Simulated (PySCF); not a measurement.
C4H9BO3Si, SMILES [Si](O)(C#CB(C)C)(O)O, singlet at its GFN2-xTB optimised geometry (Å):

```
18

Si    -0.7846    -0.6923     0.0000
O     -1.2966    -1.4160    -1.3631
O     -1.3029     0.8486     0.0000
O      0.8410    -0.6923     0.0000
C     -1.4412    -1.5861     1.4920
C     -1.8740    -2.1697     2.4639
B     -2.4106    -2.8927     3.6734
C     -3.9181    -3.3623     3.6811
C     -1.4585    -3.1701     4.9015
H     -2.1943    -1.2798    -1.6484
H     -0.8698     1.4810     0.5639
H      1.3029    -1.4810    -0.2646
H     -4.1335    -4.1204     4.4304
H     -4.2465    -3.7327     2.7120
H     -4.5508    -2.5024     3.9054
H     -0.6428    -2.4559     4.9885
H     -1.9896    -3.2056     5.8503
H     -1.0000    -4.1511     4.7668
```

Level of theory: CAM-B3LYP/def2-SVP (PySCF 2.14.0).

Map of the electrostatic potential (hartree/e), clipped to [-0.08, 0.12] on the plane z = 0.8 Å:

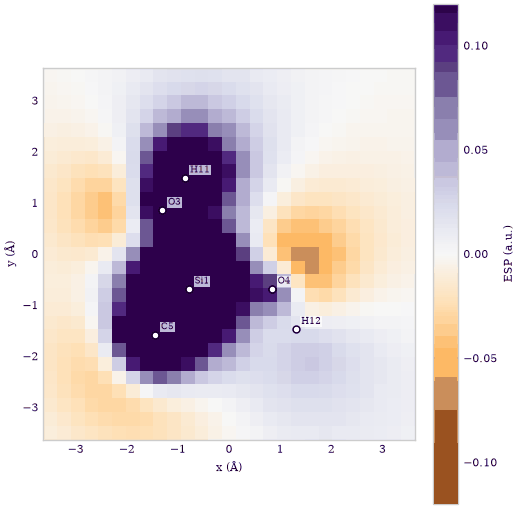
Figure: Electrostatic potential (hartree/e), clipped to [-0.08, 0.12] on the plane z = 0.8 Å.
